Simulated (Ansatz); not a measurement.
# Is the response still linear at 0.3 V/Å? Hf2NF2 MXene monolayer

The dipole of a slab grows in proportion to a weak field along its normal. Does the weak-field slope carry to a strong field?

**Method.** Ansatz 0.2.0, plane waves with PAW datasets (its set soft_2), PBE-D3(BJ); atoms held at their relaxed places, 18 Å of vacuum, dipole correction, cell area 8.78 Å², 18×18 k-points, smearing 0.05 eV. Without field the slab has no gap over 0.05 eV.

| run | field (V/Å) | dipole (e·Å) |
| --- | --- | --- |
| run 1 | −0.05 | −0.01338 |
| run 2 | 0.00 | 0.00000 |
| run 3 | 0.05 | 0.01338 |
| run 4 | 0.10 | 0.02677 |
| run 5 | 0.30 | ? |

Q: Estimate the withheld value from the rows shown.

A least-squares line through the 4 rows shown has slope 0.267660 and intercept 0.000001; no row lies more than 0.00001 e·Å off it. A perfect conductor with that slope would be 180.95 × 0.26766 / 8.78 = 5.52 Å thick. At 0.30 it gives 0.267660 × 0.30 + 0.000001 = 0.08030 e·Å, beyond the rows fitted. Rounding and scatter of the rows alone allow about ±0.00002 e·Å there.

The run itself gives 0.08044 e·Å: a miss of +0.00014 e·Å. That is under 1 % of the induced dipole, so the response is still linear.

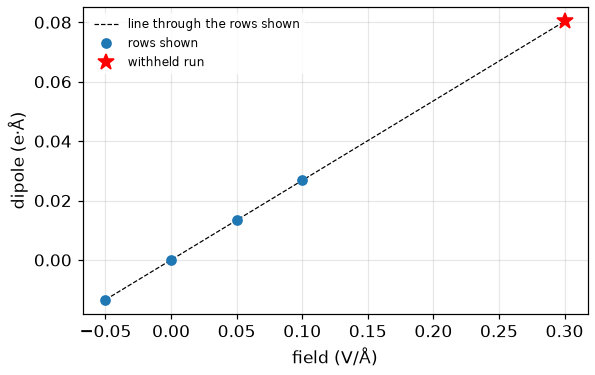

The fit and the withheld run.

**Limits.** Ions are held, so this is the electronic response. Of the series that stay linear within 1 %, this collection keeps about one in seven, and it keeps all that bend. With a small gap or none the response hangs on mesh and smearing, which were not varied here. Spin-orbit coupling is left out, which changes the bands of elements this heavy.
